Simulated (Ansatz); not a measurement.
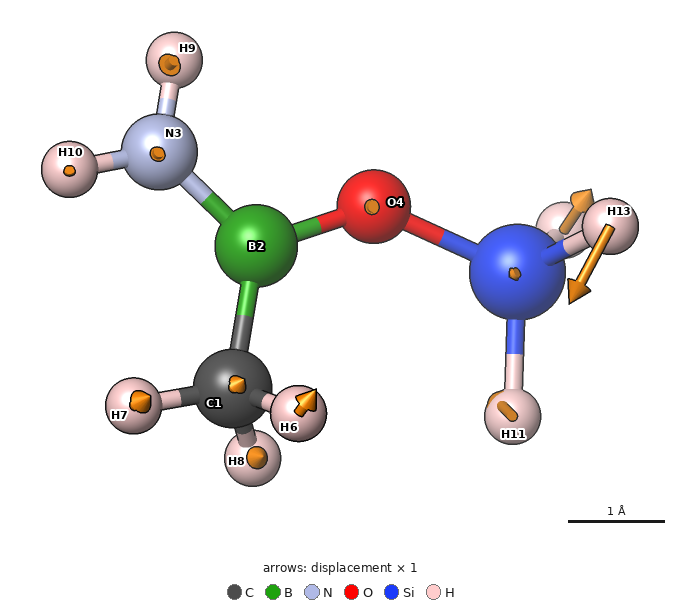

This is a relaxation of CH₈BNOSi. The starting structure is drawn; orange arrows show the displacements, at their true length. The two geometries are superimposed by the best rigid fit.

A ball-and-stick model, seen at a tilt.

The start comes from PBE-D4/def2-SVP.

Theory: RKS PBE0-D4/def2-TZVP in Ansatz.

The input:
```yaml
crystal:
  periodic: [false, false, false]
  atoms:
    - {symbol: C, position_ang: [-0.227019, 1.395486, -0.670548]}
    - {symbol: B, position_ang: [-0.246037, -0.192788, -0.692755]}
    - {symbol: N, position_ang: [-0.639057, -0.918041, -1.839151]}
    - {symbol: O, position_ang: [0.122611, -0.949145, 0.417896]}
    - {symbol: Si, position_ang: [0.680854, -0.650549, 1.964774]}
    - {symbol: H, position_ang: [0.797610, 1.777235, -0.471901]}
    - {symbol: H, position_ang: [-0.574942, 1.854989, -1.617220]}
    - {symbol: H, position_ang: [-0.864582, 1.791061, 0.148566]}
    - {symbol: H, position_ang: [-0.650265, -1.937865, -1.856700]}
    - {symbol: H, position_ang: [-0.934098, -0.475647, -2.706822]}
    - {symbol: H, position_ang: [0.447128, 0.777784, 2.385976]}
    - {symbol: H, position_ang: [-0.046760, -1.563052, 2.911258]}
    - {symbol: H, position_ang: [2.154757, -0.944266, 2.041426]}
basis:
  gaussian: {orbitals: def2-TZVP}
hamiltonian: {xc: pbe0, dispersion: d4}
relax: {f_tol: 0.005, max_steps: 150}
```

Atoms of which element are displaced furthest, and by how much?

Answer. Hydrogen: up to 0.95 Å, against 0.25 Å for carbon.

What happened in the run?

Answer. The energy falls by 1.68 kcal/mol in 27 geometry steps. Largest force component: 0.66 eV/Å at the start, 0.0036 eV/Å at the end. H13 moves most after the best rigid fit: 0.95 Å. Largest moves by element: H 0.95 Å, C 0.25 Å, N 0.16 Å, O 0.15 Å, Si 0.13 Å, B 0.04 Å. Among the contacts that change: O4–Si5 1.671 → 1.638 Å, Si5–H12 1.503 → 1.483 Å, Si5–H11 1.507 → 1.488 Å, Si5–H13 1.505 → 1.488 Å. Among the angles between lasting bonds that change: B2–O4–Si5 136.8° → 132.9°. Groups turn about O4–Si5 by about 45°.
